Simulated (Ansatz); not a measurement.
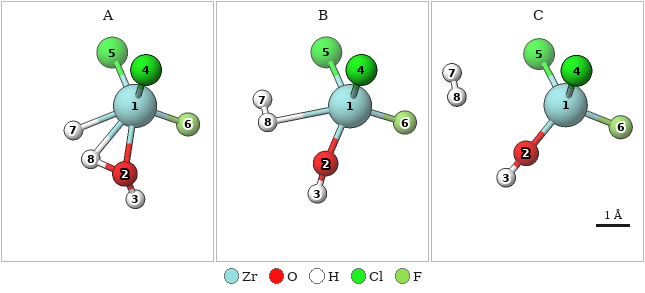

3 geometries from a converged minimum-energy path of ZrH₃OCl₂F, made up at the start of ZrHOCl2F and H₂, shuffled. Style: ball-and-stick. Shown at a tilt.

The calculation used Ansatz, RKS BLYP-D4/def2-SVP. Set-up: 5 movable images; climbing image; force threshold 0.05 eV/Å; iteration limit 60; starting path through a guess of the saddle point.

Question: Which frame is the transition state?

Answer: A. In order along the path, whose images run from 0 to 6: C (image 1, +0.1 kcal/mol), B (image 3, +5.3 kcal/mol), A (image 5, +31.7 kcal/mol). Breaking: H7–H8 (0.77 → 1.09 at the top → 2.39 Å). Forming: O2–H8 (2.64 → 1.20 at the top → 0.98 Å), Zr1–H7 (4.04 → 2.03 at the top → 1.87 Å).

Limits of the set-up: the start holds two separate molecules, 2.6 Å apart at their closest, whose relative position is a soft coordinate.

The run took 5 min on 2 threads of Arm Neoverse V1 (shared host), peak memory 0.17 GiB.
